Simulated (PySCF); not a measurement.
**C₆H₁₆NPSi: NMR shifts in solvents**

Aim: compute the NMR shifts of C₆H₁₆NPSi (`C[C@@H]1CCN([Si@@H](C)P)C1`), and see what a dielectric continuum does where one was used.

The runs use PySCF 2.14.0, with density-fitted response routines of our own; the level of theory stands in each step. All values are computed, except where a source is named. Atoms are numbered from 0 throughout.

**1. The starting structure**

25 atoms, charge 0, multiplicity 1; geometry from: GFN2-xTB.

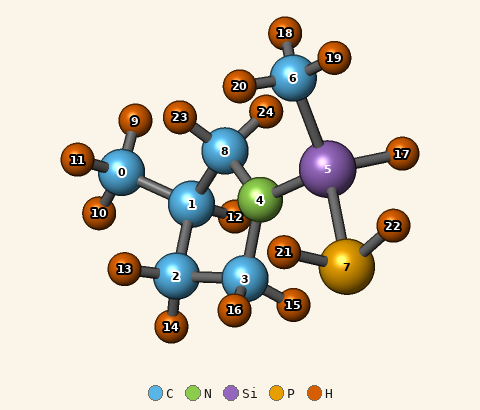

The starting geometry (carbon blue, nitrogen green, silicon purple, phosphorus amber, hydrogen orange), atoms numbered; sticks join atoms by distance.

**2. Geometry optimisation at PBE0-D3(BJ)/def2-SVP**

The job: settings as JSON, then the geometry in Å.

```
{"job": {"xc": "PBE0", "basis": "def2-SVP", "d3": "d3bj", "grid": 1, "kind": "geom"}, "charge": 0, "multiplicity": 1}
C      3.153436    -0.834677     0.439521
C      1.944543    -0.501416    -0.420702
C      1.763174     0.995030    -0.685675
C      0.302088     1.072033    -1.109154
N     -0.361109     0.077727    -0.284391
Si    -2.049507    -0.190423    -0.254773
C     -2.558655    -0.742146     1.497812
P     -2.974374     1.740915    -0.942805
C      0.608370    -0.873820     0.230467
H      3.211057    -1.906024     0.618249
H      4.068128    -0.518198    -0.056395
H      3.089674    -0.328300     1.400246
H      2.029066    -1.021123    -1.380453
H      1.918819     1.552767     0.238850
H      2.440753     1.375902    -1.447198
H      0.200769     0.832728    -2.176370
H     -0.143371     2.056420    -0.941219
H     -2.514278    -1.220485    -1.215590
H     -2.077695    -1.677297     1.765788
H     -3.631726    -0.895935     1.556126
H     -2.287799    -0.002922     2.247023
H     -2.869093     2.379436     0.278442
H     -4.263846     1.331838    -0.671398
H      0.677423    -0.777103     1.320976
H      0.313218    -1.900780     0.001757
```

What it wrote:

```text
step   0  E = -922.91112128  max force = 0.022887
step   1  E = -922.91631553  max force = 0.004686
step   2  E = -922.91656657  max force = 0.001219
step   3  E = -922.91659498  max force = 0.000353
step   4  E = -922.91660786  max force = 0.000749
step   5  E = -922.91660309  max force = 0.001427
step   6  E = -922.91661551  max force = 0.001049
step   7  E = -922.91663848  max force = 0.000298
step   8  E = -922.91664702  max force = 0.000432
optimisation converged
```

It took 4.8 min on 1 thread, shared host.

Along the way:

```tsv
step	energy from step 0 (eV)	largest force component (eV/Å)
0	0.0000	1.1769
1	-0.1413	0.2410
2	-0.1482	0.0627
3	-0.1489	0.0182
4	-0.1493	0.0385
5	-0.1492	0.0734
6	-0.1495	0.0539
7	-0.1501	0.0153
8	-0.1504	0.0222
```

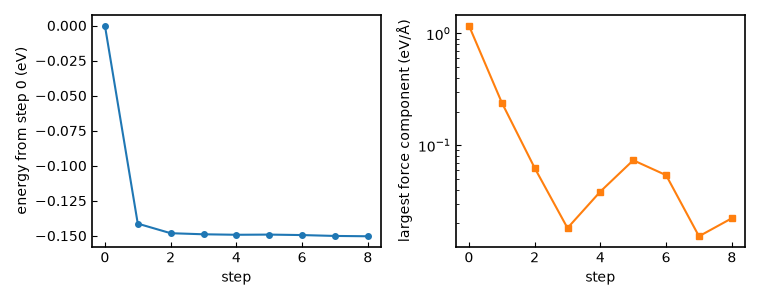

Energy and force, step by step.

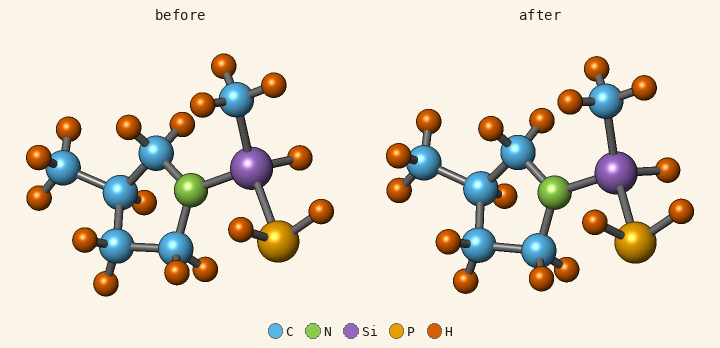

Before and after, at one scale.

Distances of close pairs at the start and the end, largest changes first:

```tsv
bond	before (Å)	after (Å)	change (Å)
P7–H22	1.380	1.430	+0.050
P7–H21	1.382	1.431	+0.049
Si5–C6	1.907	1.876	-0.031
Si5–H17	1.483	1.507	+0.024
N4–Si5	1.710	1.732	+0.023
Si5–P7	2.249	2.271	+0.022
C6–H18	1.085	1.102	+0.017
C6–H19	1.086	1.101	+0.015
```

The next job starts from the end point, and lists it.

```tsv
at the end point	value
point group (found at 0.08 Å tolerance)	C1
rotational constants (GHz, main isotopes)	2.137, 0.621, 0.513
dipole moment (D)	1.88
```

**3. Shielding tensors: PBE0/pcSseg-1 in acetonitrile**

The job: settings as JSON, then the geometry in Å.

```
{"job": {"kind": "nmr", "xc": "PBE0", "basis": "pcSseg-1", "solvent": "acetonitrile", "pop": true}, "charge": 0, "multiplicity": 1}
C      3.205656    -0.796688     0.813487
C      2.031932    -0.466463    -0.087651
C      1.891880     1.003908    -0.475387
C      0.464006     1.073925    -0.995087
N     -0.261171     0.150428    -0.131747
Si    -1.980819    -0.059803    -0.123496
C     -2.502864    -0.797293     1.520524
P     -2.891285     1.975656    -0.553274
C      0.660147    -0.768659     0.526136
H      3.218669    -1.864012     1.084938
H      4.163990    -0.567761     0.322631
H      3.159178    -0.213877     1.748165
H      2.120113    -1.050237    -1.022085
H      2.000778     1.636425     0.422875
H      2.638501     1.333045    -1.213621
H      0.431896     0.770052    -2.061976
H      0.041292     2.091465    -0.945213
H     -2.492077    -0.956748    -1.221033
H     -2.038343    -1.783507     1.681350
H     -3.594888    -0.931042     1.554792
H     -2.206755    -0.138758     2.351875
H     -2.715332     2.437230     0.789753
H     -4.222656     1.509246    -0.317573
H      0.690716    -0.597970     1.621558
H      0.386924    -1.830106     0.378876
```

Level: GIAO PBE0/pcSseg-1 NMR shielding, non-relativistic, IEF-PCM acetonitrile.

What it wrote:

```text
coarse grid: 20752 points
cycle   1  E = -923.1248669598  dE =  7.331e-01  |g| = 4.814e-01  |ddm| = 4.369e+00
cycle   2  E = -923.1071728711  dE =  1.769e-02  |g| = 5.639e-01  |ddm| = 1.070e+00
cycle   3  E = -923.1845307861  dE = -7.736e-02  |g| = 7.331e-02  |ddm| = 6.331e-01
cycle   4  E = -923.1854181712  dE = -8.874e-04  |g| = 3.481e-02  |ddm| = 1.035e-01
cycle   5  E = -923.1856785344  dE = -2.604e-04  |g| = 6.124e-03  |ddm| = 3.803e-02
cycle   6  E = -923.1856867280  dE = -8.194e-06  |g| = 1.942e-03  |ddm| = 8.644e-03
final grid: 188048 points
cycle   7  E = -923.2380875930  dE = -4.520e-05  |g| = 9.976e-03  |ddm| = 3.604e-02
cycle   8  E = -923.2380756720  dE =  1.192e-05  |g| = 1.219e-02  |ddm| = 2.191e-02
cycle   9  E = -923.2381138221  dE = -3.815e-05  |g| = 8.384e-04  |ddm| = 1.210e-02
cycle  10  E = -923.2381139522  dE = -1.301e-07  |g| = 2.938e-04  |ddm| = 1.055e-03
cycle  11  E = -923.2381139692  dE = -1.704e-08  |g| = 7.460e-05  |ddm| = 3.301e-04
cycle  12  E = -923.2381139704  dE = -1.178e-09  |g| = 2.069e-05  |ddm| = 1.064e-04
cycle  13  E = -923.2381139705  dE = -1.010e-10  |g| = 3.383e-06  |ddm| = 2.163e-05
converged SCF energy = -923.2381139705

GIAO shielding tensors (ppm)
atom      isotropic    diamagn.    paramagn.     s11        s22        s33       span
  0 C      166.474     243.697     -77.223    150.129    162.120    187.174     37.044
  1 C      146.215     251.565    -105.350    123.344    153.731    161.572     38.228
  2 C      146.391     251.562    -105.172    124.658    149.630    164.884     40.226
  3 C      132.687     243.563    -110.876    103.959    131.627    162.476     58.517
  4 N      229.426     331.135    -101.709    155.782    245.504    286.993    131.211
  5 Si     360.611     882.743    -522.132    299.936    358.305    423.590    123.654
  6 C      182.245     256.664     -74.419    177.025    181.196    188.515     11.489
  7 P      583.278     968.561    -385.283    517.540    589.119    643.177    125.637
  8 C      127.858     245.247    -117.389     98.441    123.867    161.266     62.825
  9 H       30.038      27.700       2.338     25.041     27.673     37.400     12.359
 10 H       29.962      26.774       3.188     25.190     27.310     37.385     12.195
 11 H       30.594      28.936       1.658     26.508     28.886     36.388      9.880
 12 H       29.324      33.040      -3.716     25.503     27.730     34.739      9.237
 13 H       30.021      32.463      -2.442     25.688     29.139     35.236      9.548
 14 H       29.554      30.764      -1.211     25.150     27.183     36.327     11.177
 15 H       28.348      30.745      -2.397     23.014     26.795     35.234     12.220
 16 H       28.141      31.085      -2.944     21.656     29.382     33.387     11.732
 17 H       26.209      30.605      -4.396     22.912     24.320     31.393      8.481
 18 H       30.309      32.360      -2.051     25.106     29.131     36.690     11.583
 19 H       30.938      28.969       1.969     26.176     28.347     38.292     12.116
 20 H       30.783      32.574      -1.791     27.463     28.677     36.209      8.746
 21 H       29.462      30.518      -1.055     24.972     27.365     36.050     11.078
 22 H       29.679      28.897       0.782     24.967     26.291     37.778     12.811
 23 H       28.821      33.945      -5.125     22.772     29.456     34.235     11.463
 24 H       28.188      32.829      -4.641     23.048     28.838     32.677      9.628
```

Wall time 74 s (1 thread, shared host).

Shifts follow as δ = σ(reference) − σ, with reference shieldings (ppm) from runs at the same level and on the same kind of geometry: 1H TMS 31.24, 13C TMS 185.5, 29Si TMS 351.8, 15N NH3 268.5, 31P PH3 587.0. The references are single molecules in the same continuum, so shifts against H2O, NH3, PH3, H3PO4 or CFCl3 are not on the usual liquid scales and can be off by tens of ppm. Atoms listed in one row are averaged.

```tsv
atoms	environment	σ (ppm)	δ (ppm)
C8	sp3 CH2 bonded to N	127.9	57.6
C3	sp3 CH2 bonded to N	132.7	52.8
C1	sp3 CH in a ring	146.2	39.3
C2	sp3 CH2 in a ring	146.4	39.1
C0	methyl carbon	166.5	19.0
C6	methyl carbon bonded to Si	182.2	3.2
H17	hydrogen on a silicon bonded to C, N, P	26.21	5.03
H16	hydrogen on an sp3 CH2 bonded to N	28.14	3.10
H24	hydrogen on an sp3 CH2 bonded to N	28.19	3.05
H15	hydrogen on an sp3 CH2 bonded to N	28.35	2.89
H23	hydrogen on an sp3 CH2 bonded to N	28.82	2.42
H12	hydrogen on an sp3 CH in a ring	29.32	1.92
H14	hydrogen on an sp3 CH2 in a ring	29.55	1.69
H21, H22	hydrogen on a phosphorus bonded to Si	29.57	1.67
H13	hydrogen on an sp3 CH2 in a ring	30.02	1.22
H9, H10, H11	hydrogen on a methyl carbon	30.20	1.04
H18, H19, H20	hydrogen on a methyl carbon bonded to Si	30.68	0.56
N4	nitrogen bonded to 2 C, Si, in a 5-membered ring	229.4	39.1
Si5	silicon bonded to C, N, P, H	360.6	-8.8
P7	phosphorus bonded to Si, 2 H	583.3	3.7
```

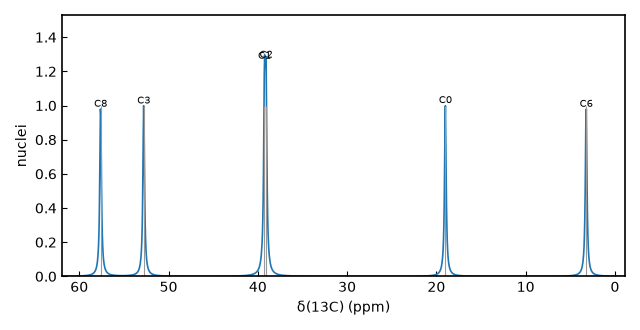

13C lines at the computed shifts, without couplings. Lines are broadened to a width of 0.22 ppm (Lorentzian).

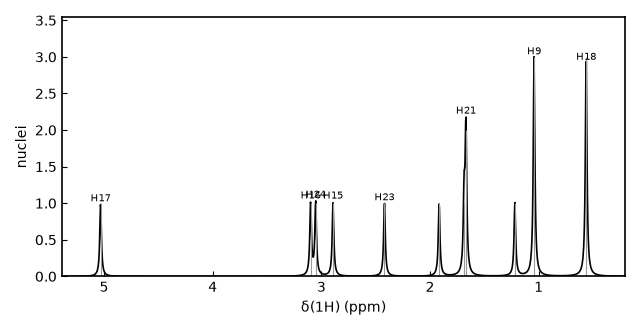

1H lines at the computed shifts, without couplings. Lines are broadened to a width of 0.02 ppm (Lorentzian).

Charges from the same density, by scheme (e):

```tsv
atoms	Mulliken	IAO	Hirshfeld	ESP fit
C0	-0.21	-0.41	-0.11	-0.68
C1	-0.44	-0.10	-0.02	0.37
C2	-0.19	-0.26	-0.07	-0.15
C3	0.05	-0.14	-0.03	-0.07
N4	-0.86	-0.53	-0.19	-0.34
Si5	0.76	0.88	0.34	0.82
C6	-0.65	-0.72	-0.21	-0.91
P7	-0.34	-0.18	-0.06	-0.56
C8	0.14	-0.15	-0.02	-0.23
```

IAO charges:

C0 -0.41; C1 -0.10; C2 -0.26; C3 -0.14; N4 -0.53; Si5 0.88; C6 -0.72; P7 -0.18; C8 -0.15; H9 0.14; H10 0.14; H11 0.13; H12 0.13; H13 0.13; H14 0.14; H15 0.11; H16 0.13; H17 -0.17; H18 0.16; H19 0.16; H20 0.16; H21 0.01; H22 0.01; H23 0.12; H24 0.12

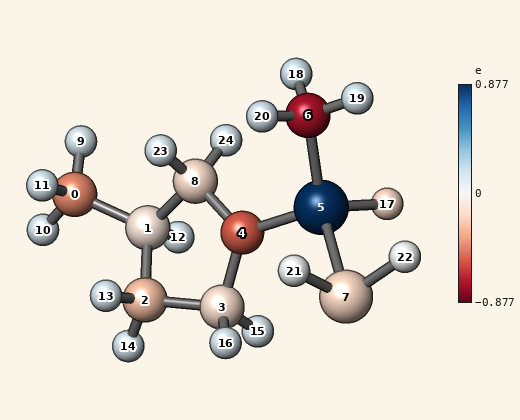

IAO charges, as colours on the atoms.

Mayer bond orders: C0–C1 1.05, C1–C2 1.00, C2–C3 1.04, C3–N4 0.92, N4–Si5 0.97, Si5–C6 0.95, Si5–P7 0.96, N4–C8 0.91, C8–C1 0.98.

Ring of atoms C1, C2, C3, N4, C8: NICS(0) -7.0, NICS(1) -3.5, NICS(1)zz -3.3 ppm (means of both faces).

**4. Nuclear shieldings: PBE0/pcSseg-1 in dichloromethane**

The job, as its differences from that of step 3:

```diff
@@ -1,2 +1,2 @@
-{"job": {"kind": "nmr", "xc": "PBE0", "basis": "pcSseg-1", "solvent": "acetonitrile", "pop": true}, "charge": 0, "multiplicity": 1}
+{"job": {"kind": "nmr", "xc": "PBE0", "basis": "pcSseg-1", "solvent": "dichloromethane", "pop": false}, "charge": 0, "multiplicity": 1}
 C      3.205656    -0.796688     0.813487
```

Method: GIAO PBE0/pcSseg-1 NMR shielding, non-relativistic, IEF-PCM dichloromethane.

What it wrote:

```text
coarse grid: 20752 points
cycle   1  E = -923.1239686310  dE =  7.340e-01  |g| = 4.823e-01  |ddm| = 4.369e+00
cycle   2  E = -923.1054879638  dE =  1.848e-02  |g| = 5.676e-01  |ddm| = 1.076e+00
cycle   3  E = -923.1838454466  dE = -7.836e-02  |g| = 7.476e-02  |ddm| = 6.429e-01
cycle   4  E = -923.1847803614  dE = -9.349e-04  |g| = 3.488e-02  |ddm| = 1.054e-01
cycle   5  E = -923.1850420456  dE = -2.617e-04  |g| = 6.252e-03  |ddm| = 3.836e-02
cycle   6  E = -923.1850506138  dE = -8.568e-06  |g| = 1.991e-03  |ddm| = 8.827e-03
final grid: 188048 points
cycle   7  E = -923.2374528143  dE = -4.494e-05  |g| = 1.005e-02  |ddm| = 3.609e-02
cycle   8  E = -923.2374402179  dE =  1.260e-05  |g| = 1.235e-02  |ddm| = 2.223e-02
cycle   9  E = -923.2374794251  dE = -3.921e-05  |g| = 8.568e-04  |ddm| = 1.237e-02
cycle  10  E = -923.2374795616  dE = -1.365e-07  |g| = 2.975e-04  |ddm| = 1.081e-03
cycle  11  E = -923.2374795791  dE = -1.751e-08  |g| = 7.461e-05  |ddm| = 3.343e-04
cycle  12  E = -923.2374795803  dE = -1.174e-09  |g| = 2.117e-05  |ddm| = 1.065e-04
cycle  13  E = -923.2374795804  dE = -1.044e-10  |g| = 3.338e-06  |ddm| = 2.212e-05
converged SCF energy = -923.2374795804

GIAO shielding tensors (ppm)
atom      isotropic    diamagn.    paramagn.     s11        s22        s33       span
  0 C      166.364     243.655     -77.291    150.019    162.020    187.053     37.034
  1 C      146.214     251.552    -105.337    123.373    153.716    161.554     38.181
  2 C      146.320     251.528    -105.208    124.605    149.564    164.792     40.187
  3 C      132.660     243.477    -110.817    103.979    131.574    162.426     58.446
  4 N      229.485     331.092    -101.607    155.752    245.764    286.938    131.186
  5 Si     360.722     882.713    -521.991    300.290    358.350    423.528    123.238
  6 C      182.093     256.647     -74.555    176.861    181.075    188.342     11.481
  7 P      582.478     968.462    -385.984    516.966    588.175    642.294    125.328
  8 C      127.785     245.229    -117.444     98.427    123.719    161.209     62.782
  9 H       30.045      27.702       2.343     25.054     27.681     37.400     12.346
 10 H       29.963      26.776       3.187     25.196     27.311     37.381     12.185
 11 H       30.599      28.933       1.666     26.521     28.890     36.387      9.867
 12 H       29.332      33.042      -3.710     25.513     27.738     34.744      9.230
 13 H       30.024      32.458      -2.434     25.697     29.141     35.234      9.537
 14 H       29.566      30.775      -1.209     25.169     27.197     36.332     11.164
 15 H       28.341      30.721      -2.380     23.005     26.791     35.227     12.223
 16 H       28.133      31.051      -2.918     21.642     29.375     33.382     11.740
 17 H       26.191      30.556      -4.365     22.891     24.305     31.378      8.487
 18 H       30.332      32.381      -2.049     25.139     29.162     36.694     11.555
 19 H       30.962      29.002       1.960     26.215     28.376     38.294     12.079
 20 H       30.799      32.585      -1.786     27.491     28.700     36.206      8.715
 21 H       29.508      30.523      -1.015     25.041     27.431     36.053     11.012
 22 H       29.728      28.929       0.799     25.052     26.349     37.784     12.733
 23 H       28.825      33.942      -5.117     22.783     29.459     34.233     11.450
 24 H       28.210      32.845      -4.635     23.083     28.860     32.687      9.604
```

It took 68 s on 1 thread, shared host.

In short: δ C8 57.5, C3 52.7, C1 39.1, C2 39.0, H17 5.05, H16 3.11 ppm.

**5. Comparing the runs: NMR shifts**

Shifts (ppm) of some atoms, chosen among heavy atoms and hydrogens apart, means over like atoms, with basis size and wall time:

```tsv
run	C3	C1	C2	H17	H21	N4	P7	functions	time
PBE0/pcSseg-1 in acetonitrile	52.8	39.3	39.1	5.03	1.67	39.1	3.7	247	74 s
PBE0/pcSseg-1 in dichloromethane	52.7	39.1	39.0	5.05	1.62	38.7	4.0	247	68 s
```

The continuum's effect on the ground state:

```tsv
solvent	ε	polarisation energy (Eh)	μ (D)
dichloromethane	8.93	-0.0043	2.49
acetonitrile	35.69	-0.0051	2.59
```

**6. Summary of results**

```
                                                                            quantity                                                                 value
                                                                         point group                                                                    C1
                                                rotational constants (main isotopes)                                                  2.14, 0.62, 0.51 GHz
                                13C shifts against TMS (PBE0/pcSseg-1, acetonitrile)                                 57.6, 52.8, 39.3, 39.1, 19.0, 3.2 ppm
1H shifts against TMS (PBE0/pcSseg-1, acetonitrile, means over atoms taken as alike)  5.03, 3.10, 3.05, 2.89, 2.42, 1.92, 1.69, 1.67, 1.22, 1.04, 0.56 ppm
                                15N shifts against NH3 (PBE0/pcSseg-1, acetonitrile)                                                              39.1 ppm
                               29Si shifts against TMS (PBE0/pcSseg-1, acetonitrile)                                                              -8.8 ppm
                                31P shifts against PH3 (PBE0/pcSseg-1, acetonitrile)                                                               3.7 ppm
                                                            range of the shift of N4                                                      38.7 to 39.1 ppm
```

**Reading.** The optimisation took 8 steps and gained 0.150 eV; among the close pairs (by a distance rule), P7–H22 changed most, from 1.380 to 1.430 Å. Across the 2 runs the shift of N4 moves most, between 38.7 (PBE0/pcSseg-1 in dichloromethane) and 39.1 ppm (PBE0/pcSseg-1 in acetonitrile). Most of that comes from the computed reference, not from the atom's own shielding. The continuum holds electrostatics alone: no hydrogen bonds to the solvent, and the gas-phase geometry is kept.
